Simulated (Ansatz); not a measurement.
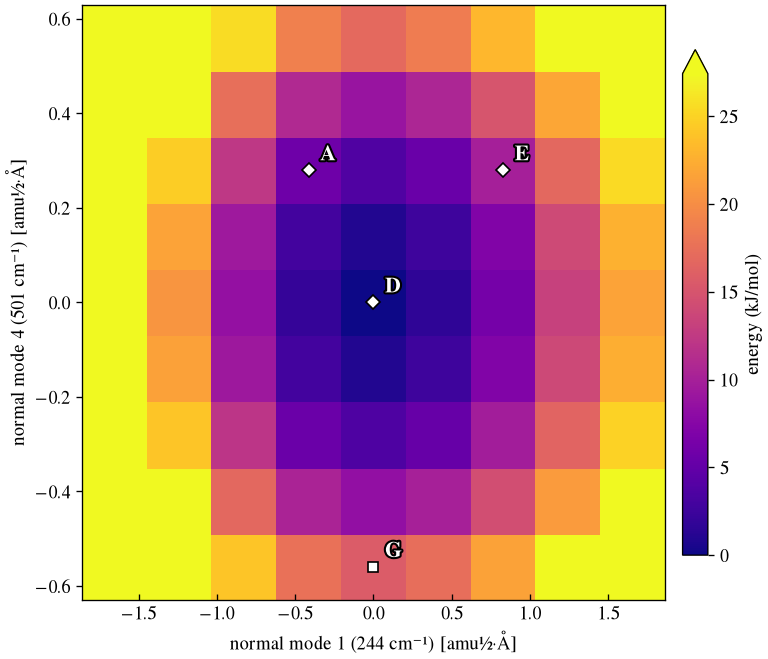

H₂TeZn, SMILES [ZnH][TeH]. Coordinates scanned: (1) normal mode 1 (244 cm⁻¹); (2) normal mode 4 (501 cm⁻¹). Nothing is relaxed (straight displacements along the two mass-weighted modes). The grid has 9 × 9 points. Points are written as (first, second). Energies are in kJ/mol, from the lowest grid point. Computed with Ansatz, RKS r2SCAN0-D4/def2-TZVP.

Drawn: one coloured cell a grid point, one colour for all values above the top of the scale, lettered points.

Rank the lettered points by energy, lowest first.

Answer. D (0.0 kJ/mol), A (5.7 kJ/mol), E (9.9 kJ/mol), G (15.7 kJ/mol).

What kind of point is each of A, D, E: minimum, saddle, maximum or slope?

Answer. A: on a slope; D: minimum; E: on a slope. (In these two coordinates alone; a stationary point may lie a little off the grid point.)
